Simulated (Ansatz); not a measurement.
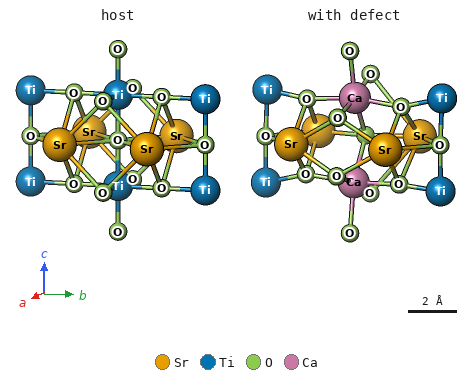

Left: perfect SrTiO$_{3}$. Right: the same region with a pair of point defects, after relaxing the atoms in a supercell of 40 sites. The picture is a ball-and-stick view of the atoms within 4.6 Å of one point, in a slice 5.0 Å thick across the line of sight, seen slightly off an axis.

Computed with Ansatz, DFT, PBEsol, PAW, plane waves. (plane-wave cutoff 420 eV; k-point mesh 1 × 1 × 1; mesh shifted by (0.25, 0.25, 0.25); collinear spin) Fermi-Dirac smearing of 0.01 eV. The axes drawn are those of the host's conventional cell.

> Which defect is it?

Two titanium atoms are replaced by calcium, the two sites 3.9 Å apart.

The charge state of the cell is 0.

> What does the relaxation do around it?

One site: in the host the Ti atom has 6 O at 1.95 Å; the Ca atom ends with 6 O at 2.10 to 2.35 Å. The other site: in the host the Ti atom has 6 O at 1.95 Å; the Ca atom ends with 6 O at 2.10 to 2.34 Å. Of the host's atoms, an oxygen atom moves furthest from its site, by 1.54 Å. The Ca atom itself moves 0.15 Å from where it was put. The Ca atom itself moves 0.14 Å from where it was put. The cell's net moment is 2.00 μB.

Limits of the set-up: the periodic images lie only 7.8 Å apart, so the values are limited by the cell's size.
